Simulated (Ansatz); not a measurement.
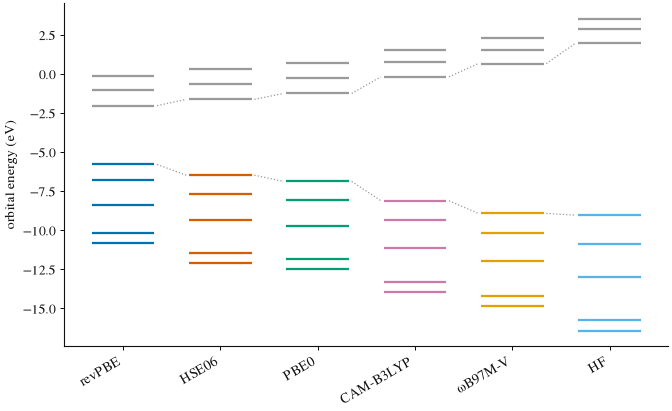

Frontier orbital energies of CH₄BFGe, SMILES F[B]1[CH2][GeH2]1, singlet at one geometry, def2-TZVPP, the Ansatz code 0.2.0, at a PBE0-D4/def2-TZVP geometry (a minimum by its frequencies). Empty levels are grey, levels within 0.1 eV stand side by side; all columns show the same few orbitals around the gap. Dotted lines join the HOMOs and the LUMOs.

Q: How do the frontier levels move from column to column?

A: The separation grows from 3.76 eV (revPBE) to 11.00 eV (HF).

| level | HOMO (eV) | LUMO (eV) | separation (eV) |
| --- | --- | --- | --- |
| revPBE | −5.79 | −2.02 | 3.76 |
| HSE06 | −6.48 | −1.62 | 4.85 |
| PBE0 | −6.87 | −1.25 | 5.63 |
| CAM-B3LYP | −8.11 | −0.18 | 7.93 |
| ωB97M-V | −8.92 | 0.66 | 9.59 |
| HF | −9.03 | 1.97 | 11.00 |

Limits of at least one run: empty levels above zero depend strongly on the basis; no scalar relativity up to krypton.
